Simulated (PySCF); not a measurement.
C2H6NSi2, doublet, SMILES `N#C[SiH2]C[SiH2]`.

Method: B3LYP/6-31+G*; geometry: GFN2-xTB; program: PySCF. No frequency check shows the geometry to be a minimum. The basis has diffuse s and p functions alone, which still leaves polarisabilities too small, most of all across bonds. The stability of the open-shell solution wasn't checked. GFN2-xTB doesn't know the spin state, so this open-shell geometry is rough.

Coordinates in Å:

```
N1      -2.2698    1.5198   -0.1864
C2      -1.7046    0.5362   -0.0264
Si3     -0.7689   -1.0635    0.2156
C4       0.9392   -0.8071   -0.5670
Si5      1.9051    0.6423    0.2082
H6      -0.6755   -1.2752    1.6618
H7      -1.5744   -2.0950   -0.4484
H8       1.5175   -1.7263   -0.4681
H9       0.8299   -0.6286   -1.6396
H10      3.2822    0.7025   -0.2748
H11      1.1931    1.9078    0.1020
```

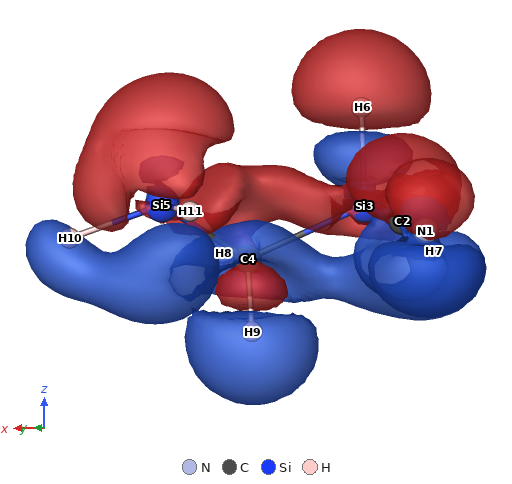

Change of the electron density in a uniform field of 0.10 V/Å, surfaces at ±0.0005 e/Å³ (blue: gain, red: loss).

Q: Along which Cartesian direction does the field point?

A: Along +z: electrons gather on the −z side, against the field.

Q: How large is the response?

A: The induced dipole is 0.32 D (along the field); α along this axis, from the fields in both directions, is 63 bohr³ (9.3 Å³).

Q: Which atoms gain and lose the most charge?

A: Electrons gather most on H9 (Hirshfeld charge changes by −0.004 e) and leave H6 most (+0.005 e); 0.029 electrons are displaced in all.

Cost of the run: 62 s on 1 thread of Arm Neoverse V1, on a shared host, peak memory 0.55 GiB.
